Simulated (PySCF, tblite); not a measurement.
# C5H11N: a rotation path, then NMR shifts on frames

How do NMR shifts of C5H11N (`C=C(C)CNC`) change as the atoms move?

Programs: tblite 0.8.0 and PySCF 2.14.0, with density-fitted response routines of our own. Each step states its level of theory. These are calculated values for one molecule in the gas phase, unless marked as measured. Atoms count from 0, in the outputs and in this text.

## Step 1: The molecule as given

17 atoms, charge 0, multiplicity 1; geometry from: GFN2-xTB.

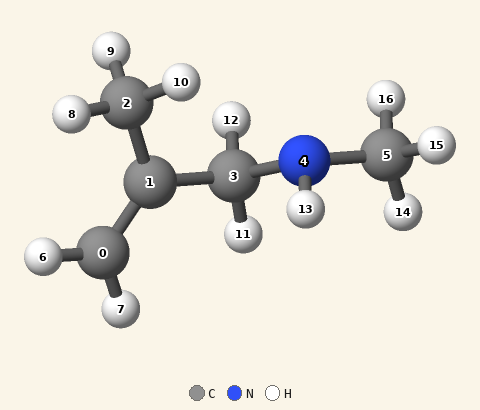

As it starts; carbon grey, nitrogen blue, hydrogen white, atoms numbered.

## Step 2: The rotation path with GFN2-xTB

What the job is given:

```
{"job": {"kind": "neb", "xc": "GFN2-xTB", "basis": "xTB", "atoms": [2, 1, 3, 4], "turn": 120}, "charge": 0, "multiplicity": 1}
C     -1.641626    -0.619409    -1.332046
C     -1.112883    -0.076495    -0.247792
C     -1.840890     0.026788     1.055144
C      0.287271     0.473819    -0.227945
N      1.096742    -0.258883     0.736076
C      2.461994     0.214871     0.798119
H     -2.642935    -1.016392    -1.336908
H     -1.102071    -0.683354    -2.262503
H     -2.779789    -0.519277     1.027321
H     -2.048453     1.072313     1.281725
H     -1.212626    -0.364633     1.852550
H      0.719033     0.449349    -1.244128
H      0.265318     1.519128     0.102417
H      1.086952    -1.245729     0.491049
H      2.984918     0.182574    -0.170743
H      3.014792    -0.390948     1.513928
H      2.457254     1.248308     1.147105
```

With the program's defaults for keys left out, this is: GFN2-xTB climbing-image nudged elastic band, gas phase.

On the command line:

```bash
OMP_NUM_THREADS=1 python probes_run.py task.json out
```

The driver reads the jobs from task.json and runs them one after another.

Log:

```text
image   E - E0 / eV
  0      -0.0000
  1       0.0113
  2       0.0361
  3       0.0636
  4       0.0876
  5       0.0978
  6       0.0837
  7       0.0560
  8       0.0381
```

It took 1.9 s on 1 thread of Arm Neoverse V2, shared host; peak memory 0.25 GiB.

The final band, with the dihedral C2–C1–C3–N4:

```csv
image,dihedral (°),energy (eV),energy (kcal/mol)
0,61,0.000,0.0
1,77,0.011,0.3
2,93,0.036,0.8
3,109,0.064,1.5
4,126,0.088,2.0
5,143,0.098,2.3
6,160,0.084,1.9
7,176,0.056,1.3
8,191,0.038,0.9
```

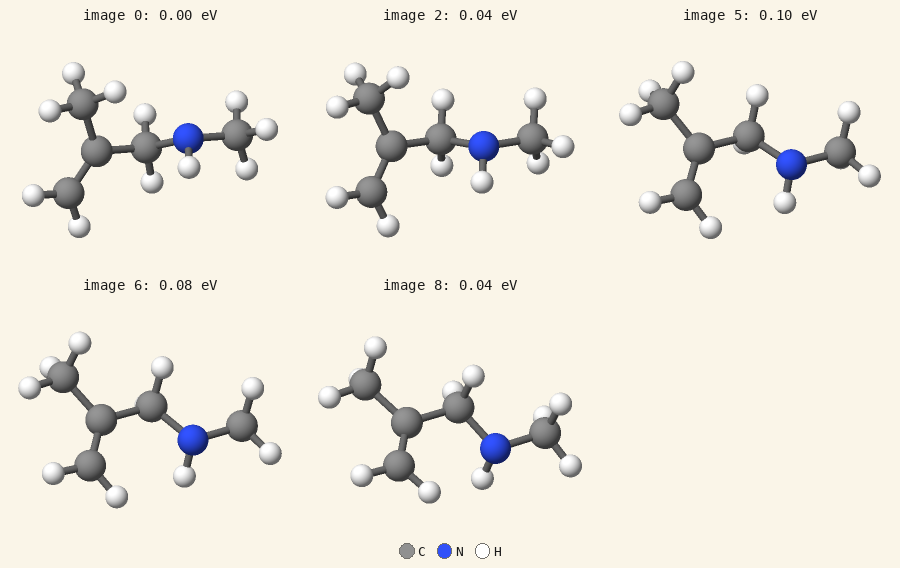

Images along the band.

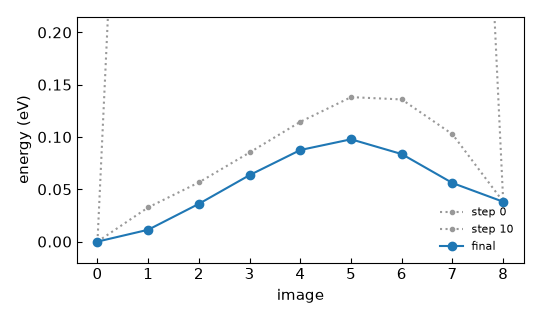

Energy along the band, early and final.

## Step 3: Shielding tensors: image 0, PBE0/pcSseg-1

What the job is given:

```
{"job": {"kind": "nmr", "xc": "PBE0", "basis": "pcSseg-1", "pop": false}, "charge": 0, "multiplicity": 1}
C     -1.641600    -0.619400    -1.332000
C     -1.112900    -0.076500    -0.247800
C     -1.840900     0.026800     1.055100
C      0.287300     0.473800    -0.227900
N      1.096700    -0.258900     0.736100
C      2.462000     0.214900     0.798100
H     -2.642900    -1.016400    -1.336900
H     -1.102100    -0.683400    -2.262500
H     -2.779800    -0.519300     1.027300
H     -2.048500     1.072300     1.281700
H     -1.212600    -0.364600     1.852600
H      0.719000     0.449300    -1.244100
H      0.265300     1.519100     0.102400
H      1.087000    -1.245700     0.491000
H      2.984900     0.182600    -0.170700
H      3.014800    -0.390900     1.513900
H      2.457300     1.248300     1.147100
```

Level: GIAO PBE0/pcSseg-1 NMR shielding, non-relativistic, gas phase.

Log:

```text
coarse grid: 13312 points
cycle   1  E = -251.4525161553  dE =  5.332e-01  |g| = 4.149e-01  |ddm| = 3.494e+00
cycle   2  E = -251.4516808432  dE =  8.353e-04  |g| = 4.342e-01  |ddm| = 8.107e-01
cycle   3  E = -251.4987047512  dE = -4.702e-02  |g| = 4.840e-02  |ddm| = 4.306e-01
cycle   4  E = -251.4990350197  dE = -3.303e-04  |g| = 2.541e-02  |ddm| = 5.261e-02
cycle   5  E = -251.4991676740  dE = -1.327e-04  |g| = 4.745e-03  |ddm| = 2.295e-02
cycle   6  E = -251.4991714120  dE = -3.738e-06  |g| = 2.582e-03  |ddm| = 6.133e-03
final grid: 126128 points
cycle   7  E = -251.5336408203  dE = -3.764e-05  |g| = 8.874e-03  |ddm| = 3.125e-02
cycle   8  E = -251.5336338138  dE =  7.006e-06  |g| = 1.050e-02  |ddm| = 1.575e-02
cycle   9  E = -251.5336602177  dE = -2.640e-05  |g| = 1.475e-03  |ddm| = 8.546e-03
cycle  10  E = -251.5336607536  dE = -5.359e-07  |g| = 2.119e-04  |ddm| = 1.334e-03
cycle  11  E = -251.5336607623  dE = -8.695e-09  |g| = 1.166e-04  |ddm| = 3.022e-04
cycle  12  E = -251.5336607652  dE = -2.895e-09  |g| = 1.602e-05  |ddm| = 1.029e-04
cycle  13  E = -251.5336607653  dE = -5.548e-11  |g| = 1.806e-06  |ddm| = 1.635e-05
converged SCF energy = -251.5336607653

GIAO shielding tensors (ppm)
atom      isotropic    diamagn.    paramagn.     s11        s22        s33       span
  0 C       69.997     253.083    -183.087    -31.422     97.538    143.874    175.296
  1 C       30.650     261.132    -230.482    -91.306     24.061    159.194    250.500
  2 C      163.238     245.986     -82.748    146.760    155.940    187.013     40.254
  3 C      122.458     248.319    -125.861     99.863    122.259    145.253     45.390
  4 N      214.693     321.432    -106.740    174.267    211.394    258.416     84.149
  5 C      146.692     243.299     -96.607    120.793    134.620    184.663     63.870
  6 H       26.650      30.889      -4.239     23.956     25.251     30.744      6.787
  7 H       26.552      32.478      -5.926     23.516     25.316     30.823      7.307
  8 H       30.059      29.641       0.418     26.253     28.755     35.170      8.917
  9 H       29.990      28.853       1.137     26.398     27.867     35.705      9.308
 10 H       28.873      29.907      -1.034     23.498     30.104     33.015      9.517
 11 H       28.511      33.644      -5.133     25.264     27.541     32.728      7.464
 12 H       28.695      32.702      -4.007     26.241     27.694     32.150      5.909
 13 H       32.083      35.420      -3.337     23.649     33.016     39.585     15.936
 14 H       29.130      28.700       0.430     24.730     27.000     35.661     10.931
 15 H       28.757      27.857       0.900     24.322     26.519     35.430     11.109
 16 H       29.250      28.920       0.329     25.054     27.449     35.245     10.191
```

Run time: 13 s. Hardware: 1 thread of Arm Neoverse V2, shared host; peak memory 0.78 GiB.

The references, computed at this level on geometries of the same kind, shield at (ppm): 1H TMS 31.72, 13C TMS 186.9, 15N NH3 267.7. Their shielding less the atom's gives the shift. The references are single molecules in the gas phase, so shifts against H2O, NH3, PH3, H3PO4 or CFCl3 are not on the usual liquid scales and can be off by tens of ppm. Each atom is listed at this fixed geometry, with no averaging over motion; a spectrum would average atoms that exchange fast.

```csv
atoms,environment,σ (ppm),δ (ppm)
C1,fully substituted alkene carbon,30.6,156.3
C0,terminal =CH2 carbon,70.0,116.9
C3,allylic sp3 CH2 bonded to N,122.5,64.5
C5,methyl carbon bonded to N,146.7,40.2
C2,allylic methyl carbon,163.2,23.7
H7,hydrogen on a terminal =CH2 carbon,26.55,5.17
H6,hydrogen on a terminal =CH2 carbon,26.65,5.07
H11,hydrogen on an allylic sp3 CH2 bonded to N,28.51,3.21
H12,hydrogen on an allylic sp3 CH2 bonded to N,28.69,3.02
H15,hydrogen on a methyl carbon bonded to N,28.76,2.96
H10,hydrogen on an allylic methyl carbon,28.87,2.84
H14,hydrogen on a methyl carbon bonded to N,29.13,2.59
H16,hydrogen on a methyl carbon bonded to N,29.25,2.47
H9,hydrogen on an allylic methyl carbon,29.99,1.73
H8,hydrogen on an allylic methyl carbon,30.06,1.66
H13,hydrogen on an amine nitrogen,32.08,-0.37
N4,amine nitrogen,214.7,53.0
```

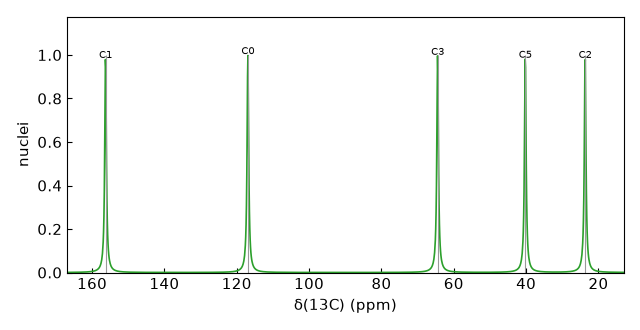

13C lines at the computed shifts, without couplings. Lines are broadened to a width of 0.53 ppm (Lorentzian).

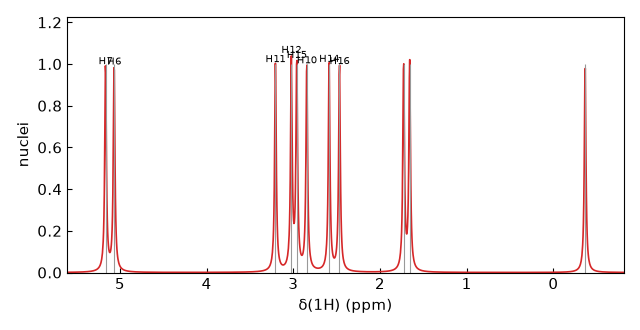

1H lines at the computed shifts, without couplings. Lines are broadened to a width of 0.02 ppm (Lorentzian).

## Step 4: Shielding tensors: image 2, PBE0/pcSseg-1

What the job is given:

```
{"job": {"kind": "nmr", "xc": "PBE0", "basis": "pcSseg-1", "pop": false}, "charge": 0, "multiplicity": 1}
C     -1.471000    -0.837900    -1.170700
C     -1.117300    -0.064000    -0.157500
C     -2.020300     0.227800     0.998500
C      0.258300     0.548000    -0.076100
N      1.175100    -0.404100     0.537200
C      2.514600     0.120500     0.689700
H     -2.440400    -1.304200    -1.219200
H     -0.808000    -1.035600    -1.996900
H     -2.930400    -0.363800     0.948600
H     -2.289800     1.284200     0.999600
H     -1.501900     0.013000     1.930800
H      0.596700     0.862100    -1.080400
H      0.235900     1.435700     0.563500
H      1.195900    -1.249200    -0.027300
H      2.960800     0.477800    -0.251900
H      3.154500    -0.655100     1.106600
H      2.480400     0.956700     1.389100
```

Level: GIAO PBE0/pcSseg-1 NMR shielding, non-relativistic, gas phase.

Log:

```text
coarse grid: 13312 points
cycle   1  E = -251.4493767517  dE =  5.306e-01  |g| = 4.166e-01  |ddm| = 3.492e+00
cycle   2  E = -251.4475684115  dE =  1.808e-03  |g| = 4.407e-01  |ddm| = 8.373e-01
cycle   3  E = -251.4958638287  dE = -4.830e-02  |g| = 5.041e-02  |ddm| = 4.485e-01
cycle   4  E = -251.4962319936  dE = -3.682e-04  |g| = 2.566e-02  |ddm| = 5.265e-02
cycle   5  E = -251.4963680986  dE = -1.361e-04  |g| = 4.366e-03  |ddm| = 2.316e-02
cycle   6  E = -251.4963710867  dE = -2.988e-06  |g| = 2.521e-03  |ddm| = 5.766e-03
final grid: 126128 points
cycle   7  E = -251.5308332522  dE = -3.562e-05  |g| = 8.473e-03  |ddm| = 2.830e-02
cycle   8  E = -251.5308277615  dE =  5.491e-06  |g| = 9.808e-03  |ddm| = 1.485e-02
cycle   9  E = -251.5308510438  dE = -2.328e-05  |g| = 1.413e-03  |ddm| = 8.030e-03
cycle  10  E = -251.5308515380  dE = -4.942e-07  |g| = 1.879e-04  |ddm| = 1.264e-03
cycle  11  E = -251.5308515448  dE = -6.814e-09  |g| = 1.032e-04  |ddm| = 2.651e-04
cycle  12  E = -251.5308515471  dE = -2.249e-09  |g| = 1.580e-05  |ddm| = 9.113e-05
cycle  13  E = -251.5308515471  dE = -5.247e-11  |g| = 1.707e-06  |ddm| = 1.609e-05
converged SCF energy = -251.5308515471

GIAO shielding tensors (ppm)
atom      isotropic    diamagn.    paramagn.     s11        s22        s33       span
  0 C       69.290     253.796    -184.506    -35.729     96.041    147.557    183.286
  1 C       30.008     260.526    -230.518    -95.639     24.256    161.408    257.047
  2 C      160.136     246.227     -86.092    140.864    153.578    185.965     45.101
  3 C      124.871     248.401    -123.531    107.696    121.718    145.198     37.502
  4 N      214.028     321.252    -107.225    160.152    220.596    261.336    101.184
  5 C      146.367     243.705     -97.338    121.115    133.225    184.760     63.645
  6 H       26.529      31.139      -4.610     23.939     25.314     30.333      6.395
  7 H       26.724      32.992      -6.268     23.298     25.450     31.423      8.124
  8 H       29.916      29.365       0.551     26.043     28.557     35.149      9.106
  9 H       29.777      28.736       1.042     26.179     27.852     35.301      9.122
 10 H       29.372      29.761      -0.389     25.203     29.168     33.745      8.542
 11 H       28.407      33.151      -4.744     25.418     27.167     32.635      7.217
 12 H       29.129      33.403      -4.273     26.012     28.886     32.490      6.478
 13 H       32.051      35.643      -3.592     23.181     33.202     39.771     16.591
 14 H       29.157      28.811       0.346     24.888     27.089     35.494     10.607
 15 H       28.802      28.000       0.802     24.584     26.390     35.432     10.848
 16 H       29.342      29.050       0.292     24.976     27.633     35.416     10.440
```

Run time: 13 s. Hardware: 1 thread of Arm Neoverse V2, shared host; peak memory 0.84 GiB.

Key values: δ C1 156.9, C0 117.6, C3 62.1, C5 40.6, H6 5.19, H7 4.99 ppm.

[end of part 1 of 2]
